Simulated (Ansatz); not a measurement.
# InH₅S: ionisation energy by level of theory

How much energy removes an electron from InH₅S at fixed geometry? The cation is run at each level and the neutral's energy taken from earlier runs.

Program: Ansatz 0.2.0, Gaussian basis. Level of theory: unrestricted cation, the program's frozen cores in correlated methods. These are calculated values, not measurements.

Plan: UKS PBE-D4/def2-TZVPP; UKS r2SCAN-D4/def2-TZVPP; UKS PBE0-D4/def2-TZVPP; UKS B3LYP-D4/def2-TZVPP; UKS wB97X-V/def2-TZVPP; UKS wB97M-V/def2-TZVPP; UKS B2PLYP/def2-TZVPP; UHF-CCSD(T)/def2-TZVPP; UHF-MP2/def2-QZVPP; extrapolation to the limit; then −ε(HOMO) from the neutral's earlier runs with LDA (SPW92), PBE-D4, revPBE-D4, BLYP-D4, r2SCAN-D4, B97M-V, PBE0-D4, B3LYP-D4, r2SCANh-D4, r2SCAN0-D4, HSE06-D4, BHLYP-D4, CAM-B3LYP-D4, LC-ωPBE, ωB97X-V, ωB97M-V.

### Step 1. The relaxed structure

An earlier PBE0-D4 in a triple-zeta def2 set relaxation fixed the geometry. In takes the def2 core potential; no spin-orbit term is included.

SMILES `[SH2+][InH3-]`, 7 atoms, charge 0, spin multiplicity 1.

Atoms are counted from 1 here; the program's logs count them from 0.

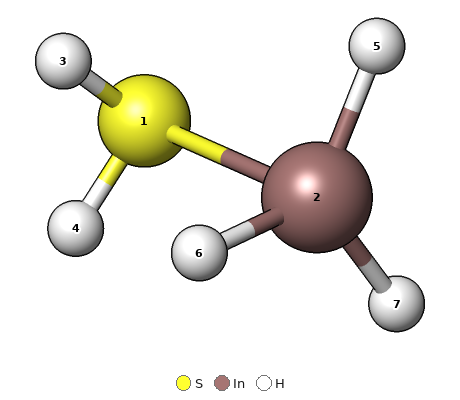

The geometry (sulfur yellow, indium brown, hydrogen white); atoms are numbered from 1 in the order of the file.

### Step 2. Cation, UKS PBE-D4/def2-TZVPP

in.yaml reads:

```yaml
crystal:
  periodic: [false, false, false]
  atoms:
    - {symbol: S, position_ang: [-0.379647, -1.610209, -0.267932]}
    - {symbol: In, position_ang: [0.279121, 1.161792, -0.273934]}
    - {symbol: H, position_ang: [-1.326513, -1.515586, 0.680176]}
    - {symbol: H, position_ang: [0.562110, -1.963718, 0.621963]}
    - {symbol: H, position_ang: [-1.176595, 1.632978, -1.079160]}
    - {symbol: H, position_ang: [0.366747, 1.285536, 1.452086]}
    - {symbol: H, position_ang: [1.735976, 0.941208, -1.178797]}
basis:
  gaussian: {orbitals: def2-TZVPP}
total_charge: 1
magnetization: {spin_polarized: true, initial_magnetization: 1}
hamiltonian: {xc: pbe, dispersion: d4}
```

Started as:

```console
$ ansatz run in.yaml --threads 4 --pin off --events-out ev --progress --plain --max-ram 10444MiB
```

Output:

```text
Functional definition: PBE
  name "PBE"
  cite "Perdew, Burke & Ernzerhof, Phys. Rev. Lett. 77, 3865 (1996) doi:10.1103/PhysRevLett.77.3865"
  parent pbe
  parameter kappa = 0.804
  parameter beta = 0.06672455060314922
  exchange = pbe_x(kappa = kappa, mu = beta*pi^2/3)
  correlation = pbe_c(beta = beta)
967 factors; their error is unknown
mean field evaluation 1: about -16072.1202 eV, gradient 2.6e1 eV
mean field evaluation 2: about -16059.9195 eV, gradient 4.8e1 eV
mean field evaluation 4: about -16074.4830 eV, gradient 1.3e1 eV
mean field evaluation 8: about -16075.2059 eV, gradient 7.5e0 eV
mean field evaluation 16: about -16075.7825 eV, gradient 6.8e-3 eV
mean field evaluation 32: about -16075.3944 eV, gradient 6.1e0 eV
mean field evaluation 64: about -16075.6709 eV, gradient 8.7e-1 eV
mean field -16075.79884991 eV, -590.7747111663 hartree, gradient 3.5e-6 eV, S^2 0.757015; 12 other end points of the search recorded, 0 dependent functions left out
reference -16075.79889622 eV, -590.7747128681 hartree; 21, 20 occupied and 141, 142 virtual orbitals, 967 factors
Total energy: -16075.89041724 eV, -590.7780762039 hartree
```

Wall time 4.5 s (4 threads of AMD EPYC 9R45, shared host); peak memory 0.35 GiB.

The neutral molecule at this level: -16085.4343 eV. Difference: 9.544 eV. ⟨S²⟩ = 0.757.

### Step 3. Cation, UKS r2SCAN-D4/def2-TZVPP

in.yaml: that of step 2 with these lines changed.

```diff
@@ -14,2 +14,2 @@
 magnetization: {spin_polarized: true, initial_magnetization: 1}
-hamiltonian: {xc: pbe, dispersion: d4}
+hamiltonian: {xc: r2scan, dispersion: d4}
```

Launched as before.

Output (excerpt; [...] marks lines left out):

```text
Functional definition: r2SCAN
  name "r2SCAN"
  cite "Furness, Kaplan, Ning, Perdew & Sun, J. Phys. Chem. Lett. 11, 8208 (2020) doi:10.1021/acs.jpclett.0c02405"
  cite "Furness, Kaplan, Ning, Perdew & Sun, J. Phys. Chem. Lett. 11, 9248 (2020) doi:10.1021/acs.jpclett.0c03077"
  parent r2scan
[...]
967 factors; their error is unknown
[...]
mean field -16081.78298496 eV, -590.9946240733 hartree, gradient 3.4e-6 eV, S^2 0.761395; 6 other end points of the search recorded, 0 dependent functions left out
reference -16081.78299980 eV, -590.9946246185 hartree; 21, 20 occupied and 141, 142 virtual orbitals, 967 factors
Total energy: -16081.80356744 eV, -590.9953804654 hartree
```

Wall time 8 s (4 threads of AMD EPYC 9R45, shared host); peak memory 0.43 GiB.

Less the neutral's -16091.4685 eV (earlier run), this gives 9.665 eV. ⟨S²⟩ = 0.761.

### Step 4. Cation, UKS PBE0-D4/def2-TZVPP

in.yaml: that of step 3 with these lines changed.

```diff
@@ -14,2 +14,2 @@
 magnetization: {spin_polarized: true, initial_magnetization: 1}
-hamiltonian: {xc: r2scan, dispersion: d4}
+hamiltonian: {xc: pbe0, dispersion: d4}
```

Launched as before.

Output (excerpt; [...] marks lines left out):

```text
Functional definition: PBE0
  name "PBE0"
  cite "Adamo & Barone, J. Chem. Phys. 110, 6158 (1999) doi:10.1063/1.478522"
  cite "Perdew, Burke & Ernzerhof, Phys. Rev. Lett. 77, 3865 (1996) doi:10.1103/PhysRevLett.77.3865"
  parent pbe
[...]
1091 factors; their error is unknown
[...]
mean field -16076.60991996 eV, -590.8045174408 hartree, gradient 6.7e-6 eV, S^2 0.761557; 6 other end points of the search recorded, 0 dependent functions left out
reference -16076.60995269 eV, -590.8045186437 hartree; 21, 20 occupied and 141, 142 virtual orbitals, 1091 factors
Total energy: -16076.68791097 eV, -590.8073835577 hartree
```

It took 4.2 s on 4 threads of AMD EPYC 9R45, shared host; peak memory 0.6 GiB.

Less the neutral's -16086.4665 eV (earlier run), this gives 9.779 eV. ⟨S²⟩ = 0.762.

### Step 5. Cation, UKS B3LYP-D4/def2-TZVPP

in.yaml: that of step 4 with these lines changed.

```diff
@@ -14,2 +14,2 @@
 magnetization: {spin_polarized: true, initial_magnetization: 1}
-hamiltonian: {xc: pbe0, dispersion: d4}
+hamiltonian: {xc: {name: B3LYP}, dispersion: d4}
```

The command is unchanged.

Output (excerpt; [...] marks lines left out):

```text
Functional definition: B3LYP
  name "B3LYP"
  cite "Stephens, Devlin, Chabalowski & Frisch, J. Phys. Chem. 98, 11623 (1994) doi:10.1021/j100096a001"
  cite "Becke, Phys. Rev. A 38, 3098 (1988) doi:10.1103/PhysRevA.38.3098"
  cite "Lee, Yang & Parr, Phys. Rev. B 37, 785 (1988) doi:10.1103/PhysRevB.37.785"
  cite "Vosko, Wilk & Nusair, Can. J. Phys. 58, 1200 (1980) doi:10.1139/p80-159"
[...]
1056 factors; their error is unknown
[...]
mean field -16083.11706311 eV, -591.0436505409 hartree, gradient 6.8e-6 eV, S^2 0.759891; 6 other end points of the search recorded, 0 dependent functions left out
reference -16083.11732286 eV, -591.0436600866 hartree; 21, 20 occupied and 141, 142 virtual orbitals, 1056 factors
Total energy: -16083.26704777 eV, -591.0491623758 hartree
```

It took 6 s on 4 threads of AMD EPYC 9R45, shared host; peak memory 0.59 GiB.

Less the neutral's -16093.1240 eV (earlier run), this gives 9.857 eV. ⟨S²⟩ = 0.760.

### Step 6. Cation, UKS wB97X-V/def2-TZVPP

in.yaml: that of step 5 with these lines changed.

```diff
@@ -14,2 +14,2 @@
 magnetization: {spin_polarized: true, initial_magnetization: 1}
-hamiltonian: {xc: {name: B3LYP}, dispersion: d4}
+hamiltonian: {xc: {name: wB97X-V}}
```

The command is unchanged.

Output (excerpt; [...] marks lines left out):

```text
Functional definition: wB97X-V
  name "wB97X-V"
  cite "Mardirossian & Head-Gordon, Phys. Chem. Chem. Phys. 16, 9904 (2014) doi:10.1039/C3CP54374A"
  cite "Becke, J. Chem. Phys. 107, 8554 (1997) doi:10.1063/1.475007"
  cite "Vydrov & Van Voorhis, J. Chem. Phys. 133, 244103 (2010) doi:10.1063/1.3521275"
[...]
      + integral(e_c_pw_opposite_spin*poly(b97_u_opposite, cos0, cos1)) + vv10(b, c)
1038 factors; their error is unknown
237 factors; integrals over basis functions are off by at most 1.1e-5 eV
[...]
mean field -16078.11173432 eV, -590.8597081007 hartree, gradient 3.5e-6 eV, S^2 0.763887; 4 other end points of the search recorded, 0 dependent functions left out
reference -16078.11173244 eV, -590.8597080316 hartree; 21, 20 occupied and 141, 142 virtual orbitals, 1038 factors
Total energy: -16078.11173244 eV, -590.8597080316 hartree
```

It took 9 s on 4 threads of AMD EPYC 9R45, shared host; peak memory 0.72 GiB.

The neutral molecule at this level: -16088.1786 eV. Difference: 10.067 eV. ⟨S²⟩ = 0.764.

### Step 7. Cation, UKS wB97M-V/def2-TZVPP

in.yaml: that of step 6 with these lines changed.

```diff
@@ -14,2 +14,2 @@
 magnetization: {spin_polarized: true, initial_magnetization: 1}
-hamiltonian: {xc: {name: wB97X-V}}
+hamiltonian: {xc: {name: wB97M-V}}
```

Launched as before.

Output (excerpt; [...] marks lines left out):

```text
Functional definition: wB97M-V
  name "wB97M-V"
  cite "Mardirossian & Head-Gordon, J. Chem. Phys. 144, 214110 (2016) doi:10.1063/1.4952647"
  cite "Becke, J. Chem. Phys. 107, 8554 (1997) doi:10.1063/1.475007"
  cite "Vydrov & Van Voorhis, J. Chem. Phys. 133, 244103 (2010) doi:10.1063/1.3521275"
  # Of w^i u^j: cxij and so on, Table III.
[...]
  gx(w, u) = 1 - cx + cx01*u + cx10*w
  gss(w, u) = css00 + css04*u^4 + css10*w + css20*w^2 + css43*w^4*u^3
  gos(w, u) = cos00 + cos10*w + (cos20 + cos21*u)*w^2 + (cos60 + cos61*u)*w^6
[...]
      + integral(e_c_pw_mod_opposite_spin*gos(b97_w_opposite, b97_u_opposite)) + vv10(b, c)
1010 factors; their error is unknown
237 factors; integrals over basis functions are off by at most 1.1e-5 eV
[...]
mean field -16077.73891640 eV, -590.8460072949 hartree, gradient 7.4e-7 eV, S^2 0.761222; 4 other end points of the search recorded, 0 dependent functions left out
reference -16077.73897011 eV, -590.8460092687 hartree; 21, 20 occupied and 141, 142 virtual orbitals, 1010 factors
Total energy: -16077.73897011 eV, -590.8460092687 hartree
```

Run time: 13 s. Hardware: 4 threads of AMD EPYC 9R45, shared host; peak memory 0.8 GiB.

Less the neutral's -16087.7717 eV (earlier run), this gives 10.033 eV. ⟨S²⟩ = 0.761.

### Step 8. Cation, UKS B2PLYP (frozen core)/def2-TZVPP

in.yaml: that of step 7 with these lines changed.

```diff
@@ -14,2 +14,2 @@
 magnetization: {spin_polarized: true, initial_magnetization: 1}
-hamiltonian: {xc: {name: wB97M-V}}
+hamiltonian: {xc: {name: B2PLYP}}
```

Same command.

Output (excerpt; [...] marks lines left out):

```text
Functional definition: B2PLYP
  name "B2PLYP"
  cite "Grimme, J. Chem. Phys. 124, 034108 (2006) doi:10.1063/1.2148954"
  cite "Becke, Phys. Rev. A 38, 3098 (1988) doi:10.1103/PhysRevA.38.3098"
  cite "Lee, Yang & Parr, Phys. Rev. B 37, 785 (1988) doi:10.1103/PhysRevB.37.785"
[...]
1092 factors; integrals over basis functions are off by at most 1.3e-3 eV
[...]
mean field -16066.63258115 eV, -590.4378570026 hartree, gradient 6.9e-6 eV, S^2 0.799876; 5 other end points of the search recorded, 0 dependent functions left out
9 core orbitals not correlated: weight in the atoms' cores, before any rotation towards them, 1.000 or more for the frozen orbitals, at most 0.000 for the correlated occupied ones
reference -16066.63274542 eV, -590.4378630392 hartree; 12, 11 occupied and 141, 142 virtual orbitals, 1092 factors
second order -15.93265590 eV of doubles, -0.00000000 eV of singles
Total energy: -16070.93456251 eV, -590.5959519015 hartree
```

It took 8 s on 4 threads of AMD EPYC 9R45, shared host; peak memory 0.45 GiB.

The neutral molecule at this level: -16080.7845 eV. Difference: 9.850 eV. ⟨S²⟩ = 0.800.

### Step 9. Cation, UHF-CCSD(T)/def2-TZVPP

in.yaml: that of step 8 with these lines changed.

```diff
@@ -14,2 +14,3 @@
 magnetization: {spin_polarized: true, initial_magnetization: 1}
-hamiltonian: {xc: {name: B2PLYP}}
+correlation: {method: ccsd_t}
+scf: {omitted_lower_state_checks: [cluster_reference]}
```

Same command.

Output (excerpt; [...] marks lines left out):

```text
Functional definition: HF
  name "HF"
  cite "Fock, Z. Phys. 61, 126 (1930) doi:10.1007/BF01340294"
  parent pbe
[...]
1092 factors; integrals over basis functions are off by at most 1.3e-3 eV
[...]
mean field -16035.35896961 eV, -589.2885729765 hartree, gradient 5.7e-6 eV, S^2 0.773405; 6 other end points of the search recorded, 0 dependent functions left out
9 core orbitals not correlated: weight in the atoms' cores, before any rotation towards them, 1.000 or more for the frozen orbitals, at most 0.000 for the correlated occupied ones
reference -16035.35896961 eV, -589.2885729765 hartree; 12, 11 occupied and 141, 142 virtual orbitals, 1092 factors
second order -13.01954941 eV of doubles, -0.00000000 eV of singles
cycle   1  -13.40363963 eV  change   -3.8e-1 eV  update   1.0e-1
[...]
cycle  15  -13.95387877 eV  change    1.2e-5 eV  update   2.7e-5
perturbative correction -0.47486939 eV, -0.0174511281 hartree
Total energy: -16049.78771776 eV, -589.8188196909 hartree
Checks for a lower state left out: cluster_reference
```

It took 31 s on 4 threads of AMD EPYC 9R45, shared host; peak memory 3.1 GiB.

Less the neutral's -16059.7648 eV (earlier run), this gives 9.977 eV. ⟨S²⟩ = 0.773. T1 = 0.026 (report).

### Step 10. Cation, UHF-MP2/def2-QZVPP

in.yaml: that of step 9 with these lines changed.

```diff
@@ -11,6 +11,6 @@
 basis:
-  gaussian: {orbitals: def2-TZVPP}
+  gaussian: {orbitals: "def2-QZVPP.json"}
 total_charge: 1
 magnetization: {spin_polarized: true, initial_magnetization: 1}
-correlation: {method: ccsd_t}
+correlation: {method: mp2}
 scf: {omitted_lower_state_checks: [cluster_reference]}
```

Same command.

Output (excerpt; [...] marks lines left out):

```text
Functional definition: HF
  name "HF"
  cite "Fock, Z. Phys. 61, 126 (1930) doi:10.1007/BF01340294"
  parent pbe
[...]
1800 factors; integrals over basis functions are off by at most 1.1e-3 eV
[...]
mean field -16035.73378605 eV, -589.3023472266 hartree, gradient 6.8e-6 eV, S^2 0.772837; 6 other end points of the search recorded, 0 dependent functions left out
9 core orbitals not correlated: weight in the atoms' cores, before any rotation towards them, 1.000 or more for the frozen orbitals, at most 0.000 for the correlated occupied ones
reference -16035.73378605 eV, -589.3023472266 hartree; 12, 11 occupied and 281, 282 virtual orbitals, 1800 factors
second order -18.54622994 eV of doubles, -0.00000000 eV of singles
Total energy: -16054.28001599 eV, -589.9839086058 hartree
Checks for a lower state left out: cluster_reference
```

Run time: 19 s. Hardware: 4 threads of AMD EPYC 9R45, shared host; peak memory 1.1 GiB.

The neutral molecule at this level: -16064.3029 eV. Difference: 10.023 eV. ⟨S²⟩ = 0.773.

### Step 11. Extrapolating to the complete basis

No new run: Hartree-Fock is extrapolated as exp(−7.88√X) and correlation as X^−2.97, with X = 3 and 4; only MP2 was run in the larger set, so CCSD(T) minus MP2 is added from the smaller one.

| level | energy at the limit (eV) |
| --- | --- |
| HF | -16035.7854 |
| MP2 | -16058.4255 |
| CCSD | -16059.3598 |
| CCSD(T) | -16059.8347 |

This is no true limit for total energies: MP2 correlation changes by a factor of 1.42 from triple to quadruple zeta (about 1.07 in light molecules), because outer-core shells are correlated in sets not made for them. Much of that cancels between molecule and atoms or ions.

The neutral's limit, from its own earlier runs, is -16069.8917 eV in the additive form (MP2 limit plus CCSD(T) minus MP2 in triple zeta), in which the cation has -16059.8347 eV.

### Step 12. Ionisation energies side by side

Differences are taken before rounding.

| method | ionisation energy (eV) | from CCSD(T)/CBS (eV) | time |
| --- | --- | --- | --- |
| PBE-D4 | 9.54 | -0.51 | 5.1 s |
| r2SCAN-D4 | 9.66 | -0.39 | 9.1 s |
| PBE0-D4 | 9.78 | -0.28 | 4.8 s |
| B3LYP-D4 | 9.86 | -0.20 | 6.9 s |
| ωB97X-V | 10.07 | +0.01 | 11 s |
| ωB97M-V | 10.03 | -0.02 | 15 s |
| B2PLYP | 9.85 | -0.21 | 9.2 s |
| HF/def2-TZVPP | 9.27 | -0.79 |  |
| MP2/def2-TZVPP | 9.98 | -0.07 |  |
| CCSD/def2-TZVPP | 10.00 | -0.06 |  |
| CCSD(T)/def2-TZVPP | 9.98 | -0.08 | 38 s |
| CCSD(T)/CBS | 10.06 | 0 | 59 s |

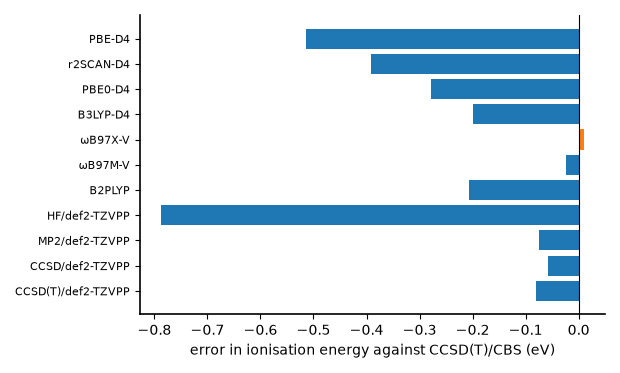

Deviations from CCSD(T)/CBS, method by method.

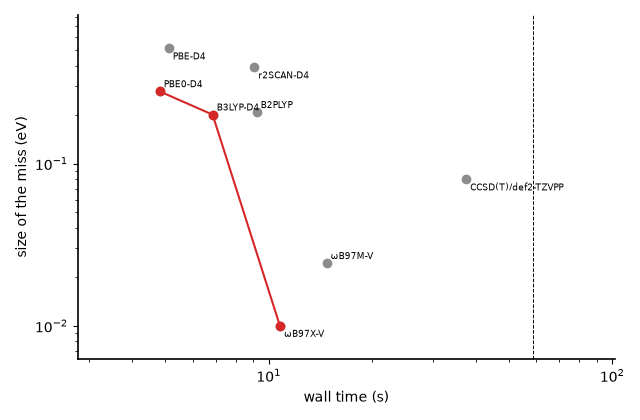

Miss against cost. Red marks the levels that no quicker level drawn beats (of those quicker than the yardstick), and the dashed line is the time of CCSD(T)/CBS. Misses under 0.01 eV are drawn at that value. Times are from a shared host.

Times add the cation's run and the neutral's; HF, MP2 and CCSD come out of the CCSD(T) runs.

For comparison, −ε(HOMO) of the neutral from earlier runs:

| functional | −ε(HOMO) (eV) | by energy difference (eV) |
| --- | --- | --- |
| LDA (SPW92) | 6.52 |  |
| PBE-D4 | 6.44 | 9.54 |
| revPBE-D4 | 6.41 |  |
| BLYP-D4 | 6.35 |  |
| r2SCAN-D4 | 6.74 | 9.66 |
| B97M-V | 6.82 |  |
| PBE0-D4 | 7.62 | 9.78 |
| B3LYP-D4 | 7.45 | 9.86 |
| r2SCANh-D4 | 7.17 |  |
| r2SCAN0-D4 | 7.82 |  |
| HSE06-D4 | 7.22 |  |
| BHLYP-D4 | 8.75 |  |
| CAM-B3LYP-D4 | 9.00 |  |
| LC-ωPBE | 10.36 |  |
| ωB97X-V | 10.02 | 10.07 |
| ωB97M-V | 9.84 | 10.03 |

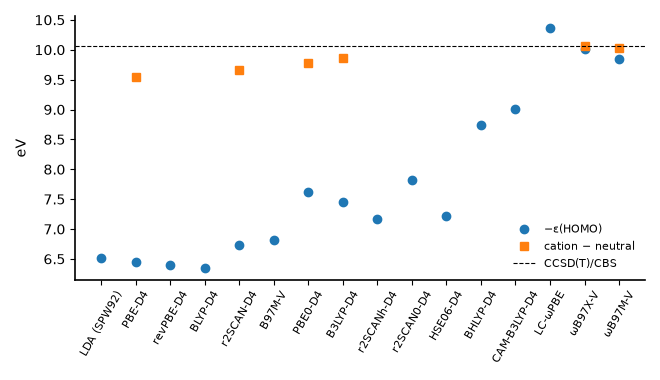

Orbital estimates and energy differences by functional.

### Step 13. Outcome

| quantity | value |
| --- | --- |
| ionisation energy, CCSD(T)/CBS | 10.06 eV |
| nearest functional by difference | ωB97X-V (+0.01 eV) |
| nearest −ε(HOMO) | ωB97X-V (-0.04 eV) |
| −ε(HOMO) of PBE | 6.44 eV |
| T1 of the cation | 0.026 |

By cation minus neutral, the functionals miss by 0.51 eV at most. −ε(HOMO) of PBE misses by 3.6 eV, since self-interaction lifts the level. Among orbital estimates ωB97X-V comes nearest. Hartree-Fock falls 0.79 eV short, as the neutral has more correlation energy than the cation. The cation may have settled in a state other than its lowest; no search over hole states beyond the program's own was made. Correlated methods include outer-core shells of In, which these sets cover unevenly. With outer-core shells in play the reference is unsure by up to some tenths of an eV, so close misses can't be ranked.

For cost: ωB97X-V gets within 0.01 eV in 11 s, where CCSD(T)/CBS took 59 s; the quickest level in the cost chart, PBE0-D4, takes 4.8 s and misses by 0.28 eV.
